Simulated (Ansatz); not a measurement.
# CeO2 (Fm-3m): a volume series of phonon spectra, part 2 of 4

Aim: how the vibrations of CeO2 shift with volume, and the expansion that follows.

Ansatz 0.2.0; DFT PBE, scalar-relativistic, plane waves, PAW.

So far. Step 2 (Probe on a coarse mesh): The start is under 5.9 GPa at this level and looks like an insulator or semiconductor on this mesh. Step 4 (Tight relaxation): The residual pressure is 2.8e-4 GPa, small enough for phonons.

## Step 5: Lattice dynamics at this volume, V/V0 1

Phonons at this volume give one point of F(V, T); meshes stay fixed along the series.

Contents of input.yaml:

```yaml
crystal:
  lattice:
    - [0.0, 2.7321247455, 2.7321247455]
    - [2.7321247455, 0.0, 2.7321247455]
    - [2.7321247455, 2.7321247455, 0.0]
  atoms:
    - { symbol: Ce, position: [0.0, 0.0, 0.0] }
    - { symbol: O, position: [0.25, 0.25, 0.25] }
    - { symbol: O, position: [0.75, 0.75, 0.75] }
kpoints:
  mp_grid: { grid: [12, 12, 12] }
hamiltonian:
  xc: pbe
scf:
  occupations: { method: fixed }
output:
  eigenvalues: true
phonons:
  method: dfpt
  dielectric: true
  rigid_motions: translations
  qmesh: [4, 4, 4]
  temperatures: { t_max: 1000, t_step: 50 }
  qpath:
    path:
      - [[0.0, 0.0, 0.0], [0.5, 0.0, 0.5], [0.625, 0.25, 0.625]]
      - [[0.375, 0.375, 0.75], [0.0, 0.0, 0.0], [0.5, 0.5, 0.5], [0.5, 0.25, 0.75], [0.5, 0.0, 0.5]]
    npoints: 10
```

Started as:

```
$ ansatz run input.yaml --threads 4 --pin off --max-ram 8192MiB --backend cpu --events-out ev --progress --plain --runs-dir out
```

Numbers of over 12 decimals in the logs are rounded to 6 here.

The program printed:

```text
Warning: phonons: the dynamical matrix that this run interpolates holds no multipole term above the dipole-dipole one, and a site of this crystal is no centre of inversion, so its interpolated transverse optical and acoustic branches and sound speeds can stay off near Gamma, and the density of states and the thermodynamics with them. What a run solves at a wave vector of phonons.qpoints, Gamma apart, where the deck admits one, is free of this, and under fd what a larger phonons.supercell samples
[...]
Crystal: 3 atoms, lattice volume = 40.788 Å³
Basis set: ecut = 420 eV, 821 PW (Γ), exchange–correlation on 54×54×54 points (8 copies of the dense FFT grid, shifted against one another)
Bands: 16, of which v1, the nominal top of the filled ones, is band 12 counted from 1 (11 counted from 0)
Symmetry: 48 space group operations
k-points: 280 of 1728 (irreducible under 4 space group operations, time reversal used)
[...]
SCF iter   1: F=—  HF=-7715.822924 eV  |F-HF|=—  |Δ(HF+E_count)|=         —  Δρ=4.53e-3  dr2=5.65e-3  ethr=1.77e-3  ⟨swp⟩=3.7  Hψ=20276  notcnv=0  defer=163
[...]
SCF iter  10: F=-7715.826114 eV  HF=-7715.826114 eV  |F-HF|=2.36e-11  |Δ(HF+E_count)|=  4.00e-11  Δρ=2.00e-7  dr2=2.00e-11  ethr=1.00e-12  ⟨swp⟩=8.1  Hψ=27245  notcnv=0
SCF 1 converged in 10 iterations: F = -7715.826114 eV  dr2 = 2.00e-11
[...]
NSCF: frozen V_eff on 1 k-points
DFPT response loops at Γ: preconditioner auto → none (the input reference at scf.mixing.eps_inf says where Resta's filter doesn't serve); β = 0.50; Broyden in place of MSR1
── the response to a field inside a basis, on 12×12×12 k-points: an SCF that follows is theirs, and a resumed run solves both again ──
Bands: 13, of which v1, the nominal top of the filled ones, is band 12 counted from 1 (11 counted from 0)
k-points: 182 of 1728 (irreducible under 12 space group operations)
[...]
Eigensolver: Dense (182 Hₖ)
SCF iter   1: F=—  HF=-7715.825025 eV  |F-HF|=—  |Δ(HF+E_count)|=         —  Δρ=4.69e-4  dr2=1.63e-5  ethr=1.00e-1
[...]
SCF iter   5: F=-7715.825032 eV  HF=-7715.825032 eV  |F-HF|=7.30e-9  |Δ(HF+E_count)|=   2.29e-7  Δρ=8.05e-6  dr2=8.85e-9  ethr=1.50e-9
SCF 1 converged in 5 iterations: F = -7715.825032 eV  dr2 = 8.85e-9
[...]
DFPT response loops at q = (0, 0, -0.5) (fractional): preconditioner auto → Resta (q_TF=auto, 2.497 Å⁻¹)  ε∞=5.6 (no band partly filled); β = 1.00, the filter's whole step (`scf.mixing.beta` (0.50) is not read by the response loops at its default; to damp them type it under 1.00, their step now; it binds the ground state too); Broyden in place of MSR1
[...]
SCF converged after 10 iterations
Free energy (F): -7715.826114 eV
[...]
Internal energy: -7715.826114 eV  (E = F + TS)
E sigma→0 (E₀):  -7715.826114 eV
Fermi energy:    10.727952 eV
[...]
--- Band table (eV; the first three rows and the last of 280) ---
  k-point 0: bands = [... 8 lower, 7.0159, 10.1602, 10.1602, 10.1602, 12.9318, 12.9318, 12.9318, 13.1598]
  k-point 1: bands = [... 8 lower, 7.1874, 10.0931, 10.1334, 10.1334, 12.9261, 12.9261, 12.9324, 13.1687]
  k-point 2: bands = [... 8 lower, 7.6495, 9.9337, 10.0673, 10.0673, 12.9063, 12.9063, 12.9340, 13.1919]
  k-point 279: bands = [... 8 lower, 9.6935, 9.6935, 10.0483, 10.1084, 12.6940, 12.8033, 12.8033, 13.0367]
--- Phonons (Γ-DFPT): 2 representative perturbations + reference, on 280 of 1728 k-points (Σ response iterations 10) ---
  k mesh reduced under 4 symmetry operations, with k and −k counted as one. Each operation leaves every solved perturbation unchanged. A smaller set is not considered because the run solves the response to a homogeneous field
  ASR residual: 1.751e-4 → 0.000e0 eV/Å²; symmetrization residual: 8.185e-7 eV/Å²
  ASR residual per site (eV/Å²): 1.75e-4 8.02e-5 8.02e-5
  Γ frequencies (cm⁻¹): 0.00 0.00 0.00 253.99 253.99 253.99 417.69 417.69 417.69
  ε∞ (high-frequency dielectric tensor):
        7.864319     0.000000    -0.000000
        0.000000     7.864319     0.000000
       -0.000000     0.000000     7.864319
  ε⁰ (static dielectric tensor: ions relaxed, cell fixed):
       31.639251    -0.000000     0.000000
       -0.000000    31.639251     0.000000
        0.000000     0.000000    31.639251
  ε⁰ − ε∞ (ionic part):
       23.774933    -0.000000     0.000000
       -0.000000    23.774933     0.000000
        0.000000     0.000000    23.774933
  softest optical mode at Γ: 253.99 cm⁻¹; the repairs (sum rule, projections) moved no ω² at Γ by more than (1.22 cm⁻¹)²
  Born effective charges Z* (e; rows j = field, columns β = displacement):
    site 0:
         5.75474    0.00000    0.00000
         0.00000    5.75474    0.00000
         0.00000    0.00000    5.75474
    site 1:
        -2.87737   -0.00000   -0.00000
        -0.00000   -2.87737   -0.00000
        -0.00000   -0.00000   -2.87737
    site 2:
        -2.87737   -0.00000   -0.00000
        -0.00000   -2.87737   -0.00000
        -0.00000   -0.00000   -2.87737
  Z* charge neutrality: 3.050e-3 e pre-enforcement
  solved inside a basis spanned on kpoints, on 12×12×12 k-points, its susceptibility summed on 16×16×16: ε∞ is read to err by 2.5e-2, Z* by 2.0e-2 e (field_mesh: kpoints solves on kpoints); Z* is corrected for what the basis lacks
  optical modes at Γ without the LO–TO term, one row a degenerate level:
      ω (cm⁻¹)  modes    IR ((D/Å)²/amu)
        253.99      3            87.9914
        417.69      3             0.0000
  optical modes at Γ + LO–TO along q̂ = [1.0000, 0.0000, 0.0000]:
      ω (cm⁻¹)  modes    IR ((D/Å)²/amu)
        253.99      2            58.6610
        417.69      3             0.0000
        509.44      1            29.3305
  optical modes at Γ + LO–TO along q̂ = [0.0000, 1.0000, 0.0000]:
      ω (cm⁻¹)  modes    IR ((D/Å)²/amu)
        253.99      2            58.6610
        417.69      3             0.0000
        509.44      1            29.3305
  optical modes at Γ + LO–TO along q̂ = [0.0000, 0.0000, 1.0000]:
      ω (cm⁻¹)  modes    IR ((D/Å)²/amu)
        253.99      2            58.6610
        417.69      3             0.0000
        509.44      1            29.3305
--- Phonons (arbitrary-q DFPT): 8 irreducible q on the 4×4×4 mesh ---
  q = [0.0000, 0.0000, 0.0000] (star 1, of the zone-centre solve; hermiticity 2.35e-7, symmetrization 5.30e-9): -0.00 -0.00 0.00 253.99 253.99 253.99 417.69 417.69 417.69
  q = [0.0000, 0.0000, 0.2500] (star 8, 2 solved perturbations on 936 of 1728 k-point pairs; hermiticity 1.16e-7, symmetrization 4.53e-13): 83.36 83.36 139.30 273.86 273.86 396.77 396.77 397.97 501.73
[...]
q = [0.0000, 0.2500, 0.2500] (star 6, 4 solved perturbations in 1608 linear systems a pass and spin channel, the states on 510 of 1728 k-point pairs; hermiticity 2.23e-8, symmetrization 7.22e-14): 77.57 77.57 182.39 232.23 232.23 316.16 422.32 422.32 531.67
[...]
sum rule: each row above includes the acoustic sum rule's correction from the zone centre's row sums; it moved no ω² by more than (1.17 cm⁻¹)²
  mesh force constants: q→R imaginary residual 3.80e-18; ASR residual 1.751e-4 → 0.000e0 eV/Å²; symmetrization residual 3.553e-15 eV/Å²
  interpolated dispersion: 63 rows × 9 modes
  density of states and harmonic sums: on the 20×20×20 q-mesh, interpolated from the force constants of a 4×4×4 supercell (with the dipole–dipole term)
  largest difference from the sums on the solved wave vectors: F 1.11e-2 eV, S 1.51e-5 and C_V 3.96e-6 eV/K
  zero-point energy: 0.158128 eV/cell   skipped modes (ω ≤ 0): 3   left out of the sums: 4.17e-5 of the cell's modes: C_V's classical limit lies that fraction below 3 k_B per atom; for a crystal, a wire or a layer, F and S can be off by more, and a phonons.interpolated_qmesh denser along its periods is the remedy for the sampling
```

Wall time 5.6 min (4 threads of Arm Neoverse V2, shared host); peak memory 3.1 GiB; 22 min of CPU time.

This step gave:

- lowest frequency on the path: 0 cm⁻¹
- zero-point energy: 0.1581 eV/cell
- point group: m-3m
- highest frequency: 556.7 cm⁻¹
- Debye temperature from the second moment: 584 K

LO-TO term included. Phonon branches along the path, in cm⁻¹:

| point | branch 1 | branch 2 | branch 3 | branch 4 | branch 5 | branch 6 | branch 7 | branch 8 | branch 9 |
| --- | --- | --- | --- | --- | --- | --- | --- | --- | --- |
| Γ | 0 | 0 | 0 | 254 | 254 | 418 | 418 | 418 | 509 |
| X | 123 | 123 | 148 | 206 | 206 | 247 | 424 | 424 | 557 |
| U | 119 | 157 | 164 | 196 | 252 | 264 | 402 | 430 | 542 |
| jump to K | 119 | 157 | 164 | 196 | 252 | 264 | 402 | 430 | 542 |
| Γ | 0 | 0 | 0 | 254 | 254 | 418 | 418 | 418 | 509 |
| L | 109 | 109 | 194 | 322 | 322 | 354 | 354 | 387 | 488 |
| W | 123 | 174 | 182 | 184 | 184 | 344 | 344 | 450 | 540 |
| X | 123 | 123 | 148 | 206 | 206 | 247 | 424 | 424 | 557 |

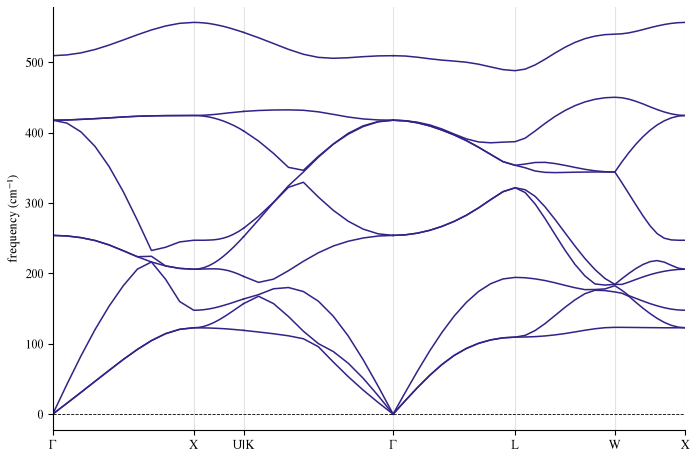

Phonon branches along the path.

The phonon density of states has structure finer than the step of the table below, so its rows give means over 50 cm⁻¹, whole bins alone (the curve runs from 2.5 to 558 cm⁻¹). Peaks (cm⁻¹: height): 112.5: 0.0574, 187.5: 0.0418, 427.5: 0.0434, 507.5: 0.0254.

Tetrahedra on 20 20 20, mean over bins of 5 cm⁻¹. Table of phonon density of states by wavenumber; means over each step:

| wavenumber (cm⁻¹) | phonon density of states (1/cm⁻¹/cell) |
| --- | --- |
| 50 | 0.00296 |
| 100 | 0.0262 |
| 150 | 0.0175 |
| 200 | 0.0267 |
| 250 | 0.0207 |
| 300 | 0.0164 |
| 350 | 0.0148 |
| 400 | 0.0227 |
| 450 | 0.0120 |
| 500 | 0.0105 |

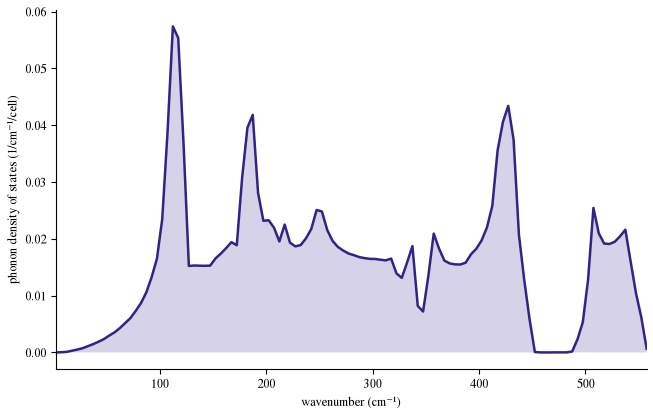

Phonon density of states, plotted against wavenumber.

Harmonic. Thermo, by row:

| T (K) | F_vib (meV/atom) | S (J/mol-atom/K) | C_V (J/mol-atom/K) |
| --- | --- | --- | --- |
| 0 | 52.71 | 0 | 0 |
| 50 | 52.54 | 1.295 | 3.278 |
| 100 | 50.83 | 5.543 | 9.554 |
| 150 | 46.7 | 10.38 | 14.36 |
| 200 | 40.11 | 14.99 | 17.57 |
| 250 | 31.24 | 19.15 | 19.63 |
| 300 | 20.34 | 22.86 | 20.99 |
| 350 | 7.62 | 26.16 | 21.91 |
| 400 | -6.72 | 29.13 | 22.55 |
| 450 | -22.52 | 31.82 | 23.01 |
| 500 | -39.65 | 34.26 | 23.35 |
| 550 | -57.99 | 36.5 | 23.61 |
| 600 | -77.45 | 38.56 | 23.81 |
| 650 | -97.94 | 40.47 | 23.98 |
| 700 | -119.4 | 42.26 | 24.1 |
| 750 | -141.7 | 43.92 | 24.21 |
| 800 | -164.9 | 45.49 | 24.3 |
| 850 | -188.8 | 46.96 | 24.37 |
| 900 | -213.5 | 48.36 | 24.43 |
| 950 | -238.9 | 49.68 | 24.48 |
| 1000 | -265 | 50.94 | 24.52 |

The modes has structure finer than the step of the table below, so its rows give means over 25 cm⁻¹, whole bins alone (the curve runs from -10 to 583 cm⁻¹). Peaks (cm⁻¹: height): Ce 113.1: 0.0501, 183.9: 0.0270; O 265.9: 0.0189, 426.3: 0.0409, 534.4: 0.0200.

Phonopy on the run's constants, 17x17x17 mesh, Gaussian sigma 4.2 cm⁻¹. Modes against wavenumber; means over each step; values in 1/cm⁻¹/cell:

| wavenumber (cm⁻¹) | Ce | O |
| --- | --- | --- |
| 25 | 6.1e-4 | 1.3e-4 |
| 50 | 0.00233 | 4.4e-4 |
| 75 | 0.00602 | 8.7e-4 |
| 100 | 0.0242 | 0.00146 |
| 125 | 0.0300 | 0.00116 |
| 150 | 0.0136 | 0.00281 |
| 175 | 0.0184 | 0.00894 |
| 200 | 0.0121 | 0.0140 |
| 225 | 0.00377 | 0.0160 |
| 250 | 0.00384 | 0.0184 |
| 275 | 0.00152 | 0.0164 |
| 300 | 7.3e-4 | 0.0156 |
| 325 | 4.3e-4 | 0.0143 |
| 350 | 2.2e-4 | 0.0143 |
| 375 | 9.9e-5 | 0.0157 |
| 400 | 2.0e-4 | 0.0198 |
| 425 | 3.8e-4 | 0.0347 |
| 450 | 5.0e-5 | 0.00662 |
| 475 | 2.0e-6 | 1.2e-4 |
| 500 | 7.5e-4 | 0.0104 |
| 525 | 6.6e-4 | 0.0190 |
| 550 | 8.2e-5 | 0.00893 |

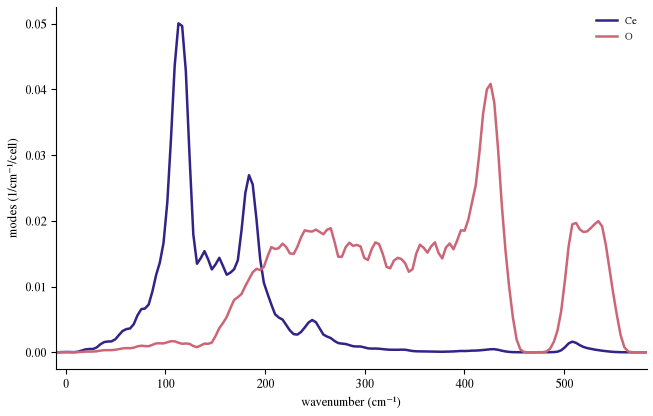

Modes against wavenumber.

Born charge (rows field, columns displacement) (e), principal values of the symmetric part by kind of site:

| atom | atoms with these values | low | middle | high | mean |
| --- | --- | --- | --- | --- | --- |
| Ce1 | 1 | 5.75 | 5.75 | 5.75 | 5.75 |
| O2 | 2 | -2.88 | -2.88 | -2.88 | -2.88 |

In full for Ce1:

```
5.75 0.00 0.00
0.00 5.75 0.00
0.00 0.00 5.75
```

ε∞:

```
7.86 0.00 0.00
0.00 7.86 0.00
0.00 0.00 7.86
```

No LO-TO term. The modes at Γ (shares of kinetic energy by element, %):

| mode | frequency (cm⁻¹) | symmetry | Ce % | O % |
| --- | --- | --- | --- | --- |
| 1 | 0.0 | T1u | 81 | 19 |
| 2 | 0.0 | T1u | 81 | 19 |
| 3 | 0.0 | T1u | 81 | 19 |
| 4 | 254.0 | T1u | 19 | 81 |
| 5 | 254.0 | T1u | 19 | 81 |
| 6 | 254.0 | T1u | 19 | 81 |
| 7 | 417.7 | T2g | 0 | 100 |
| 8 | 417.7 | T2g | 0 | 100 |
| 9 | 417.7 | T2g | 0 | 100 |

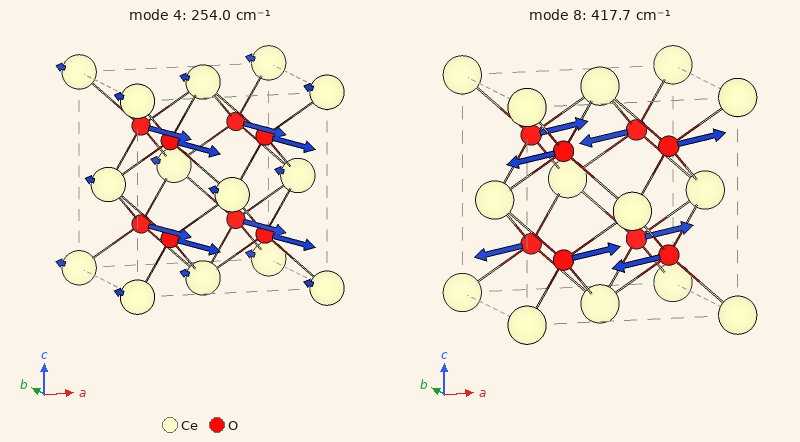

Displacement patterns of modes 4 and 8 at Γ; arrows are exaggerated. Some periodic images of atoms are drawn too.

No mode is imaginary beyond numerical noise at the solved wavevectors.

## Step 6: Single point at a scaled cell, V/V0 1.015

Symmetry fixes every atom, so a single point at the scaled cell gives the energy and pressure of this member.

The cell differs from the one that the last finished run ended in (a 3.864 → 3.883 Å, b 3.864 → 3.883 Å, c 3.864 → 3.883 Å).

input.yaml, the sections that differ from step 5:

```yaml
crystal:
  lattice:
    - [0.0, 2.7457176297, 2.7457176297]
    - [2.7457176297, 0.0, 2.7457176297]
    - [2.7457176297, 2.7457176297, 0.0]
  atoms:
    - { symbol: Ce, position: [0.0, 0.0, 0.0] }
    - { symbol: O, position: [0.25, 0.25, 0.25] }
    - { symbol: O, position: [0.75, 0.75, 0.75] }
output:
  forces: true
  stress: true
  eigenvalues: true
# kpoints, hamiltonian, scf: as in step 5
# phonons: removed
```

The program printed:

```text
[...]
Crystal: 3 atoms, lattice volume = 41.400 Å³
Basis set: ecut = 420 eV, 869 PW (Γ), exchange–correlation on 54×54×54 points (8 copies of the dense FFT grid, shifted against one another)
Bands: 16, of which v1, the nominal top of the filled ones, is band 12 counted from 1 (11 counted from 0)
Symmetry: 48 space group operations
[...]
k-points: 72 of 1728
[...]
SCF iter   1: F=—  HF=-7715.818148 eV  |F-HF|=—  |Δ(HF+E_count)|=         —  Δρ=4.71e-3  dr2=6.73e-3  ethr=1.77e-3  ⟨swp⟩=3.4  Hψ=5176  notcnv=0  defer=32
[...]
SCF iter   7: F=-7715.821291 eV  HF=-7715.821291 eV  |F-HF|=2.17e-9  |Δ(HF+E_count)|=   1.42e-7  Δρ=4.53e-6  dr2=9.21e-9  ethr=4.17e-10  ⟨swp⟩=6.0  Hψ=6323  notcnv=0
SCF 1 converged in 7 iterations: F = -7715.821291 eV  dr2 = 9.21e-9
[...]
SCF converged after 7 iterations
Free energy (F): -7715.821291 eV
[...]
Internal energy: -7715.821291 eV  (E = F + TS)
E sigma→0 (E₀):  -7715.821291 eV
Fermi energy:    10.491517 eV
[...]
--- Stress (GPa, compression-positive) ---
       -2.503289       0.000000      -0.000000
        0.000000      -2.503289      -0.000000
        0.000000       0.000000      -2.503289
  P = ⅓ Tr σ = -2.5033 GPa (-25.033 kbar)
--- Band table (eV; the first three rows and the last of 72) ---
  k-point 0: bands = [... 8 lower, 6.8643, 9.9457, 9.9457, 9.9457, 12.6404, 12.6404, 12.6404, 12.8574]
  k-point 1: bands = [... 8 lower, 7.0307, 9.8801, 9.9203, 9.9203, 12.6351, 12.6351, 12.6409, 12.8663]
  k-point 2: bands = [... 8 lower, 7.4792, 9.7205, 9.8544, 9.8544, 12.6163, 12.6163, 12.6425, 12.8897]
  k-point 71: bands = [... 8 lower, 9.4722, 9.4722, 9.8402, 9.9013, 12.4119, 12.5151, 12.5151, 12.7426]
```

Run time: 0.76 s. Hardware: 4 threads; peak memory 0.42 GiB.

Numbers from this step:

```yaml
pressure: -2.503 GPa
gap_on_the_k_mesh: 1.855 eV
volume_per_atom: 13.80 Å³
```

At this level the gap is 1.86 eV on the k-mesh of the self-consistent run, which can miss the band edges.

## Step 7: Lattice dynamics at this volume, V/V0 1.015

Phonons at this volume give one point of F(V, T); meshes stay fixed along the series.

input.yaml, the sections that differ from step 6:

```yaml
output:
  eigenvalues: true
phonons:
  method: dfpt
  dielectric: true
  rigid_motions: translations
  qmesh: [4, 4, 4]
  temperatures: { t_max: 1000, t_step: 50 }
  qpath:
    path:
      - [[0.0, 0.0, 0.0], [0.5, 0.0, 0.5], [0.625, 0.25, 0.625]]
      - [[0.375, 0.375, 0.75], [0.0, 0.0, 0.0], [0.5, 0.5, 0.5], [0.5, 0.25, 0.75], [0.5, 0.0, 0.5]]
    npoints: 10
# crystal, kpoints, hamiltonian, scf: as in step 6
```

The program printed:

```text
[...]
Crystal: 3 atoms, lattice volume = 41.400 Å³
Basis set: ecut = 420 eV, 869 PW (Γ), exchange–correlation on 54×54×54 points (8 copies of the dense FFT grid, shifted against one another)
Bands: 16, of which v1, the nominal top of the filled ones, is band 12 counted from 1 (11 counted from 0)
Symmetry: 48 space group operations
[...]
ω (cm⁻¹)  modes    IR ((D/Å)²/amu)
[...]
498.36      1            29.2473
  optical modes at Γ + LO–TO along q̂ = [0.0000, 0.0000, 1.0000]:
      ω (cm⁻¹)  modes    IR ((D/Å)²/amu)
        242.11      2            58.4945
        408.21      3             0.0000
        498.36      1            29.2473
--- Phonons (arbitrary-q DFPT): 8 irreducible q on the 4×4×4 mesh ---
[...]
interpolated dispersion: 63 rows × 9 modes
[...]
[key lines of the parts left out:]
SCF converged after 10 iterations
Free energy (F): -7715.821291 eV
Fermi energy:    10.491562 eV
```

Wall time 5.7 min (4 threads); peak memory 3.1 GiB; 22 min of CPU time.

LO-TO term included. Phonon branches along the path, in cm⁻¹:

| point | branch 1 | branch 2 | branch 3 | branch 4 | branch 5 | branch 6 | branch 7 | branch 8 | branch 9 |
| --- | --- | --- | --- | --- | --- | --- | --- | --- | --- |
| Γ | 0 | 0 | 0 | 242 | 242 | 408 | 408 | 408 | 498 |
| X | 116 | 116 | 133 | 194 | 194 | 242 | 416 | 416 | 547 |
| U | 113 | 150 | 150 | 185 | 241 | 258 | 394 | 422 | 532 |
| jump to K | 113 | 150 | 150 | 185 | 241 | 258 | 394 | 422 | 532 |
| Γ | 0 | 0 | 0 | 242 | 242 | 408 | 408 | 408 | 498 |
| L | 106 | 106 | 185 | 312 | 312 | 344 | 344 | 380 | 478 |
| W | 117 | 160 | 170 | 178 | 178 | 336 | 336 | 442 | 530 |
| X | 116 | 116 | 133 | 194 | 194 | 242 | 416 | 416 | 547 |

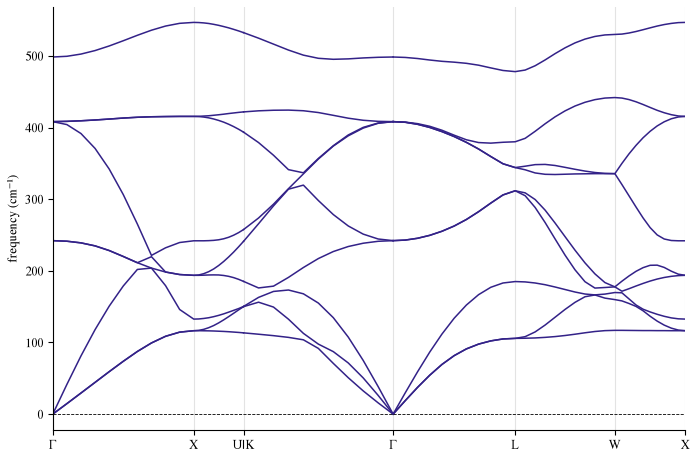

Phonon branches along the path.

No mode is imaginary beyond numerical noise at the solved wavevectors. The highest zone-centre mode (no LO–TO term) moved by -2.3 % for a volume change of +1.5 %.

[end of part 2 of 4]

[Logs are printed without paths, hosts, clocks, repeated set-up lines and the standing remarks that a program may print on its own settings, such as how far it seeks lower states.]

[Hosts, paths, dates, database ids (printed as entryN), source tags and the programs' standing remarks are cut or masked in the printed files.]

[A step with changed settings may run another functional than the one named; its input shows which.]

[Of the runs on displaced cells, only some may be shown.]
